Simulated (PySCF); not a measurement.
SMILES [NH2][GeH2][O]CC (C₂H₉GeNO), PBE0/def2-SVP optimised geometry. Atoms within 1.6 Å of the plane z = 0.0 Å (x, y, z in Å): Ge1 (-1.91, -0.44, 0.00), N2 (-2.49, -1.20, -1.55), O3 (-0.13, -0.44, 0.00), C4 (0.58, 0.17, -1.06), C5 (2.05, -0.18, -0.93), H6 (-2.45, 1.01, 0.00), H7 (-2.24, -1.22, 1.28), H8 (-2.56, -2.21, -1.59), H11 (0.45, 1.27, -1.04), H13 (2.19, -1.27, -0.98), H14 (2.45, 0.18, 0.03).

Calculation: PBE0/def2-TZVP (PySCF). Cells within 0.4 Å of a nucleus heavier than hydrogen are left out (blank, or x).

Map of the HOMO amplitude (bohr^(-3/2)) on the plane z = 0.0 Å; orbital energy -7.44 eV, overall sign arbitrary:

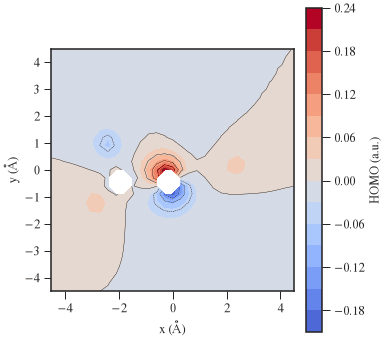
Figure. HOMO amplitude (bohr^(-3/2)) on the plane z = 0.0 Å.
